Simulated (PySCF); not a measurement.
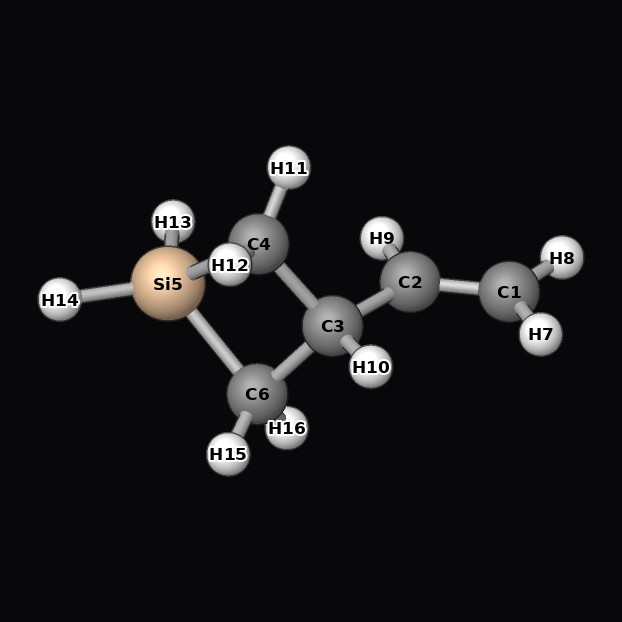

The computed structure is the end point of a PBE0-D3(BJ)/def2-SVP optimisation. No frequency run is at hand to confirm it as a minimum. Level of theory: GIAO CAM-B3LYP/pcSseg-1 NMR shielding, non-relativistic, gas phase (PySCF 2.14.0). Principal shieldings σ11 ≤ σ22 ≤ σ33, span Ω = σ33 − σ11, skew κ = 3(σiso − σ22)/Ω.

Which C atom has the most anisotropic shielding?

C2, with a span of 258 ppm.

Give the shielding tensors of the C atoms.

```tsv
atom	σ11	σ22	σ33	σiso	Ω	κ
C1	−50.6	84.1	152.4	62.0	203.1	−0.33
C2	−109.4	37.1	148.9	25.5	258.2	−0.13
C3	132.8	140.0	140.3	137.7	7.5	−0.93
C4, C6	138.4	164.8	193.7	165.7	55.3	0.04
```

Shieldings and span in ppm.
